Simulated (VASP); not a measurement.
Band structure of TiO$_{2}$ (relaxed from the CdI2 structure, space group P-3m1). Level of theory: r2SCAN meta-GGA, VASP's PBE PAW potentials (set 64) (plane waves; VASP).

The path is coarsely sampled, so an indirect gap can come out somewhat too large.

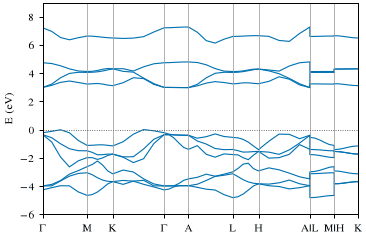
*Bands along high-symmetry lines, zero at the valence-band maximum or, without a gap, the Fermi level*

**Question.** Read the plot: is there a gap, and where are the band edges?

**Answer.** The gap is indirect, 2.97 eV, from the valence maximum at K-Γ at 0.60 to the conduction minimum at A.

The structure was generated: TiO2 was put into the CdI2 type (P-3m1), which need not be its known phase. It was relaxed first, which changed the volume by +18 %.
